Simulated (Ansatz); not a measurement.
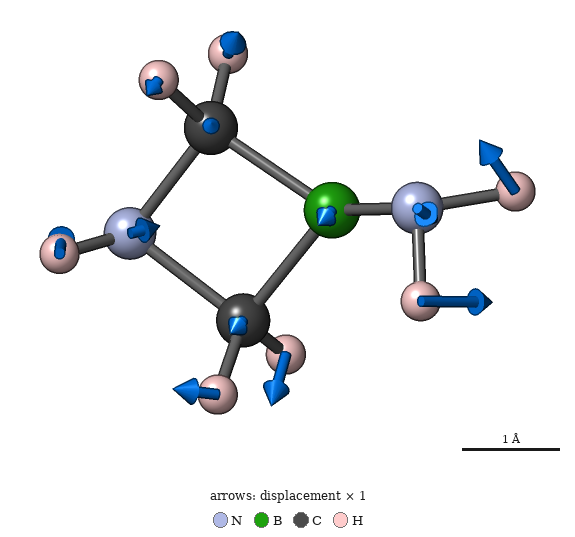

This is a relaxation of C2H7BN2 (coarse preliminary run). The starting structure is drawn; blue arrows show the displacements, at their true length. The two geometries are superimposed by the best rigid fit.

The picture is a ball-and-stick view, seen at a tilt.

The start comes from a force field.

Method: Ansatz 0.2.0, RKS PBE-D4/def2-SVP.

Input
```yaml
crystal:
  periodic: [false, false, false]
  atoms:
    - {symbol: N, position_ang: [-1.186800, 1.593600, 0.017600]}
    - {symbol: B, position_ang: [-0.612000, 0.259600, 0.158600]}
    - {symbol: C, position_ang: [0.520900, -0.326700, 1.077600]}
    - {symbol: N, position_ang: [1.187400, -1.192000, 0.076000]}
    - {symbol: C, position_ang: [0.098800, -0.767100, -0.872000]}
    - {symbol: H, position_ang: [-2.252900, 1.546300, 0.213400]}
    - {symbol: H, position_ang: [-1.129900, 1.902400, -0.998400]}
    - {symbol: H, position_ang: [0.180700, -0.900100, 1.932300]}
    - {symbol: H, position_ang: [1.273500, 0.475000, 1.464400]}
    - {symbol: H, position_ang: [2.040300, -0.812000, -0.200500]}
    - {symbol: H, position_ang: [0.516200, -0.244200, -1.722100]}
    - {symbol: H, position_ang: [-0.559400, -1.590000, -1.112900]}
basis:
  gaussian: {orbitals: def2-SVP}
hamiltonian: {xc: pbe, dispersion: d4}
relax: {f_tol: 0.03, max_steps: 200}
```

Q: Which element moves most?

A: Hydrogen: up to 0.99 Å, against 0.44 Å for nitrogen.

Q: What happened in the run?

A: H7 moves most after the best rigid fit: 0.99 Å. Largest moves by element: H 0.99 Å, N 0.44 Å, B 0.29 Å, C 0.28 Å. Near-neighbour distances that change, for instance: N1–B2 1.459 → 1.392 Å, N1–H6 1.085 → 1.021 Å, N4–H10 0.974 → 1.028 Å, C3–H9 1.166 → 1.121 Å. Among the angles between lasting bonds that change: B2–N1–H6 109.3° → 123.2°, B2–N1–H7 109.7° → 123.2°, B2–C3–N4 98.4° → 85.7°. Groups turn about N4–C5 by about 30°, C3–N4 by about 30°. After 12 geometry steps the energy has fallen by 183.5 kJ/mol. Largest force component: 4 eV/Å at the start, 0.017 eV/Å at the end.
